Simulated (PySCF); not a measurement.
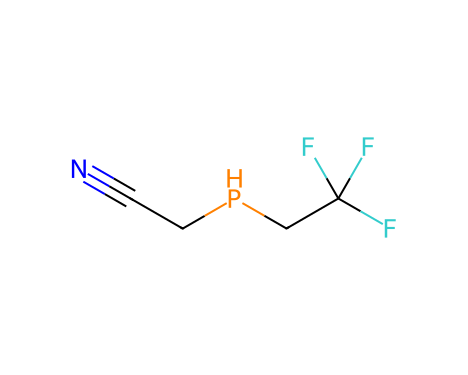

The geometry was computed by an optimisation with GFN2-xTB. No frequency run is at hand to confirm it as a minimum. Method: CAM-B3LYP/def2-SVPD, gas phase (PySCF 2.14.0). Excitations: vertical, linear response.

**What is the brightest of the 8 lowest singlets?**

7.29 eV.

**Give the mean static polarisability at this level.**

77.5 bohr³.

**What is the HOMO–LUMO gap?**

9.96 eV.

**What is the dipole moment?**

3.58 D.

The geometry is semi-empirical. Around P such bond lengths and angles can be off by a tenth of an ångström or more and by several degrees, and values that hang on the shape move with them.
